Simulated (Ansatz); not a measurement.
# InHCl (SMILES [Cl][InH]) at UCCSD(T)/def2-TZVPP (core potential)

Aim: the electronic atomisation energy of InHCl at UCCSD(T)/def2-TZVPP (core potential), from 4 runs. 

The calculation is run with Ansatz 0.2.0.

38 further runs of the same task are left out: 38 set aside as unsound or not needed.

## 1. The molecule

The species is InHCl (3 atoms), meant as a doublet with charge 0. As SMILES, `[Cl][InH]`. The coordinates come from a PBE0-D4/def2-TZVP relaxation.

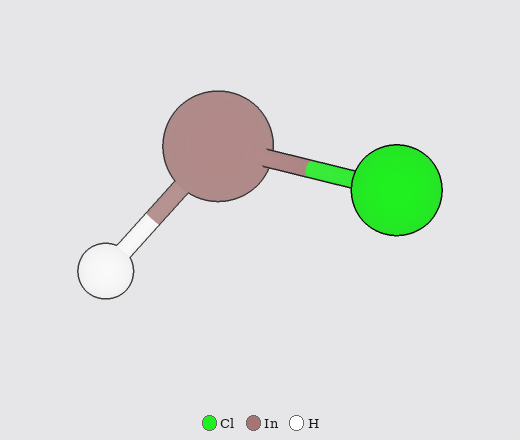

Viewed from a chosen angle; chlorine green, indium brown, hydrogen white.

## 2. A single-point energy at UCCSD(T)/def2-TZVPP (core potential)

The input, job.yaml:

```yaml
crystal:
  periodic: [false, false, false]
  atoms:
    - {symbol: Cl, position_ang: [-1.649800, 0.396800, -0.867400]}
    - {symbol: In, position_ang: [0.409500, 0.542400, 0.286100]}
    - {symbol: H, position_ang: [1.229400, -1.003900, 0.568100]}
basis:
  gaussian:
    orbitals: def2-TZVPP
magnetization:
  spin_polarized: true
  initial_magnetization: 1
correlation:
  method: ccsd_t
  frozen_orbitals: {Cl: 5, H: 0, In: 4}
accuracy: high
scf:
  omitted_lower_state_checks: [cluster_reference, increment]
```

Launch:

```sh
$ ansatz run job.yaml --threads 1 --pin off --max-ram 3480MiB --events-out events.jsonl --progress --plain --runs-dir runs
```

Standard output, cut to the lines that bear on the results:

```text
Warning: RAYON_NUM_THREADS=1 ignored (pool sized by the plan → 1); use --threads N
Functional definition: HF
  name "HF"
[...]
1766 factors; integrals over basis functions are off by at most 3.3e-9 eV
[...]
mean field -17669.37194532 eV, -649.3374422599 hartree, gradient 2.9e-8 eV, S^2 0.768245; 0 other end points of the search recorded, 0 dependent functions left out
9 core orbitals not correlated: weight in the atoms' cores, before any rotation towards them, 1.000 or more for the frozen orbitals, at most 0.000 for the correlated occupied ones
reference -17669.37194532 eV, -649.3374422599 hartree; 11, 10 occupied and 86, 87 virtual orbitals, 1766 factors
second order -12.29811224 eV of doubles, -0.00000000 eV of singles
cycle   1  -12.41643149 eV  change   -1.2e-1 eV  update   8.7e-2
[...]
cycle  24  -12.78932160 eV  change   -1.1e-9 eV  update   1.7e-9
perturbative correction -0.43490987 eV, -0.0159826429 hartree
Total energy: -17682.59617679 eV, -649.8234238029 hartree
Checks for a lower state left out: cluster_reference, increment
```

Wall time 46 s (1 thread of Arm Neoverse V2, shared host); peak memory 1.1 GiB.

## 3. The Cl atom at the same level

The input, molecule.yaml:

```yaml
crystal:
  periodic: [false, false, false]
  atoms:
    - {symbol: Cl, position_ang: [0.000000, 0.000000, 0.000000]}
basis:
  gaussian:
    orbitals: def2-TZVPP
magnetization:
  spin_polarized: true
  initial_magnetization: 1
correlation:
  method: ccsd_t
  frozen_orbitals: {Cl: 5}
accuracy: high
scf:
  omitted_lower_state_checks: [cluster_reference, increment]
```

Launch:

```sh
$ ansatz run molecule.yaml --threads 1 --pin off --max-ram 3480MiB --events-out events.jsonl --progress --plain --runs-dir runs
```

Standard output, cut to the lines that bear on the results:

```text
Warning: RAYON_NUM_THREADS=1 ignored (pool sized by the plan → 1); use --threads N
[... 2 set-up lines as earlier in the session ...]
[...]
413 factors; integrals over basis functions are off by at most 2.9e-9 eV
[...]
mean field -12503.00210187 eV, -459.4768524046 hartree, gradient 1.1e-8 eV, S^2 0.759734; 3 other end points of the search recorded, 0 dependent functions left out
5 core orbitals not correlated: weight in the atoms' cores, before any rotation towards them, 1.000 or more for the frozen orbitals, at most 0.000 for the correlated occupied ones
reference -12503.00210187 eV, -459.4768524046 hartree; 4, 3 occupied and 33, 34 virtual orbitals, 413 factors
second order -4.31169886 eV of doubles, -0.00000000 eV of singles
cycle   1  -4.80489745 eV  change   -4.9e-1 eV  update   4.0e-2
[...]
cycle  16  -4.95327643 eV  change   1.4e-10 eV  update  2.3e-10
perturbative correction -0.15683610 eV, -0.0057636205 hartree
Total energy: -12508.11221441 eV, -459.6646455764 hartree
Checks for a lower state left out: cluster_reference, increment
```

It took 0.66 s on 1 thread of Arm Neoverse V2, shared host; peak memory 0.11 GiB.

## 4. The H atom: the energy at UHF/def2-TZVPP

The input, molecule.yaml:

```yaml
crystal:
  periodic: [false, false, false]
  atoms:
    - {symbol: H, position_ang: [0.000000, 0.000000, 0.000000]}
basis:
  gaussian:
    orbitals: def2-TZVPP
magnetization:
  spin_polarized: true
  initial_magnetization: 1
hamiltonian:
  xc: hf
accuracy: high
```

Run the same way, it converges to -0.49981 Eh (log not shown).

## 5. The In atom

The input, molecule.yaml:

```yaml
crystal:
  periodic: [false, false, false]
  atoms:
    - symbol: In
      position_ang: [0.000000, 0.000000, 0.000000]
basis:
  gaussian:
    orbitals: def2-TZVPP
magnetization:
  spin_polarized: true
  initial_magnetization: 1
correlation:
  method: ccsd_t
  frozen_orbitals: {In: 4}
accuracy: high
scf:
  omitted_lower_state_checks: [cluster_reference, increment]
```

Launch:

```sh
$ ansatz run molecule.yaml --threads 1 --pin off --max-ram 3480MiB --events-out events.jsonl --progress --plain --runs-dir runs
```

Standard output, cut to the lines that bear on the results:

```text
Warning: RAYON_NUM_THREADS=1 ignored (pool sized by the plan → 1); use --threads N
[... 2 set-up lines as earlier in the session ...]
[...]
511 factors; integrals over basis functions are off by at most 2.5e-9 eV
[...]
mean field -5148.66729469 eV, -189.2100331879 hartree, gradient 2.6e-8 eV, S^2 0.762933; 3 other end points of the search recorded, 0 dependent functions left out
4 core orbitals not correlated: weight in the atoms' cores, before any rotation towards them, 1.000 or more for the frozen orbitals, at most 0.000 for the correlated occupied ones
reference -5148.66729469 eV, -189.2100331879 hartree; 7, 6 occupied and 39, 40 virtual orbitals, 511 factors
second order -6.76035080 eV of doubles, -0.00000000 eV of singles
cycle   1  -6.49877483 eV  change    2.6e-1 eV  update   6.8e-2
[...]
cycle  17  -6.69435618 eV  change  -9.2e-10 eV  update  5.8e-10
perturbative correction -0.16972373 eV, -0.0062372321 hartree
Total energy: -5155.53137460 eV, -189.4622834719 hartree
Checks for a lower state left out: cluster_reference, increment
```

It took 1.7 s on 1 thread of Arm Neoverse V2, shared host; peak memory 0.15 GiB.

## 6. Outcome

At UCCSD(T)/def2-TZVPP (core potential), 9 core orbitals frozen:

| quantity | value |
| --- | --- |
| molecule: total energy | -649.82342 Eh |
| molecule: correlation energy (9 core orbitals frozen) | -486.0 mEh |
| molecule: (T) correction | -15.98 mEh |
| molecule: ⟨S²⟩ of the reference determinant | 0.768 |
| molecule: T1 diagnostic | 0.018 |
| Cl atom: total energy | -459.66465 Eh |
| Cl atom: correlation energy (5 core orbitals frozen) | -187.8 mEh |
| Cl atom: (T) correction | -5.76 mEh |
| Cl atom: ⟨S²⟩ of the reference determinant | 0.760 |
| Cl atom: T1 diagnostic | 0.007 |
| H atom: total energy | -0.49981 Eh |
| H atom: ⟨S²⟩ | 0.750 |
| In atom: total energy | -189.46228 Eh |
| In atom: correlation energy (4 core orbitals frozen) | -252.3 mEh |
| In atom: (T) correction | -6.24 mEh |
| In atom: ⟨S²⟩ of the reference determinant | 0.763 |
| In atom: T1 diagnostic | 0.015 |
| electronic atomisation energy | 5.352 eV |

What this shows: Taking the molecule apart into free atoms costs 5.35 eV (516 kJ/mol), before zero-point energy and without spin-orbit coupling. The triples (molecule) make up 3.3 % of the correlation energy. The triples (Cl atom) make up 3.1 % of the correlation energy. The triples (In atom) make up 2.5 % of the correlation energy.
